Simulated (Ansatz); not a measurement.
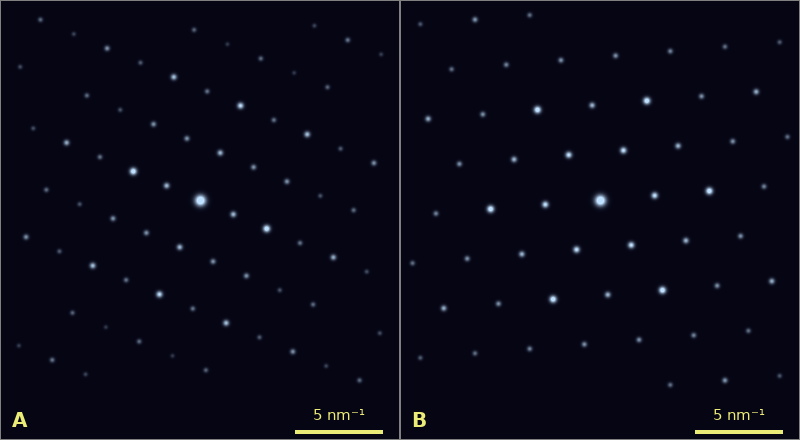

Kinematic electron diffraction patterns (200 kV, B = 0.5 Å², same scale, each along a low-index zone) of two structures of composition TaCrS3, each relaxed at zero pressure with Ansatz 0.2.0, DFT PBE, scalar-relativistic, plane waves, PAW. Each run keeps the magnetic state that it reached.

The structures (standard cells):
1. Pm-3m (No. 221), a = 4.792 Å, 5 atoms; generated start, possibly hypothetical
2. Pm-3m (No. 221), a = 4.483 Å, 5 atoms; generated start, possibly hypothetical

Q: Which pattern belongs to which structure, and along which zone?

A: A is structure 1 along [110] or an equivalent direction: rectangular net of 0 0 1 at d = 4.79 Å and 1 -1 0 at d = 3.39 Å, 90.0° apart (some points of this net are extinct or too weak to see). B is structure 2 along [111] or an equivalent direction: hexagonal net of -1 1 0 at d = 3.17 Å and -1 0 1 at d = 3.17 Å, 60.0° apart.

Q: Rank the structures by their computed energy.

A: Structure 1 (Pm-3m, 22.00 Å³ an atom) is the lowest of these; structure 2 (Pm-3m, 18.02 Å³ an atom) lies about 500 meV an atom higher. These are static energies at 0 K; other structures, not shown, may lie lower still.
